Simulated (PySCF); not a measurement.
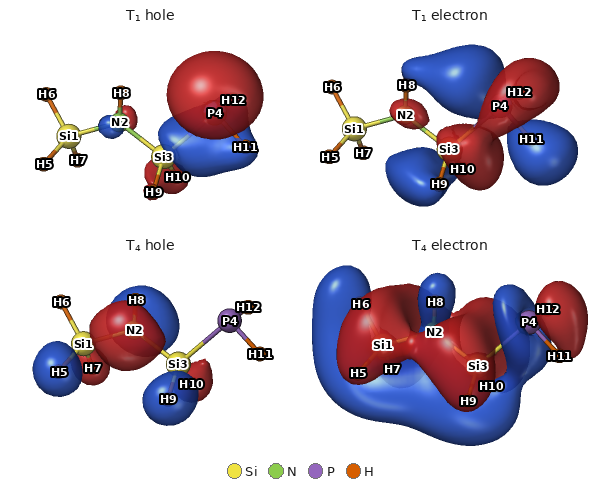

H₈NPSi₂, SMILES `[SiH3]N[SiH2]P`. Leading natural transition orbitals (full linear response triplet states).

Computed with PySCF, ωB97X/def2-SVP, geometry: GFN2-xTB. No frequency check shows the geometry to be a minimum. GFN2-xTB bond lengths at metals and heavier atoms can be off by up to 0.1 Å and shapes distorted, which carries into these values. Without diffuse functions Rydberg states are missing, so the states' numbers hold for this basis only.

### Describe these excited states.

By state:
- T₁: 5.94 eV (209 nm), spin-forbidden from the singlet ground state; the leading pair carries 96 %; hole on P4 (70 %) and Si3 (13 %), electron on P4 (47 %), Si3 (20 %) and H11 (14 %); their centroids lie 0.5 Å apart.
- T₄: 7.27 eV (171 nm), spin-forbidden from the singlet ground state; the leading pair carries 95 %; hole on N2 (51 %), Si3 (11 %) and Si1 (10 %), electron on Si3 (27 %), Si1 (26 %) and P4 (11 %); their centroids lie 0.2 Å apart.

The PySCF run took 14 min on 1 thread of Arm Neoverse V1, with other jobs on the host, peak memory 0.79 GiB.
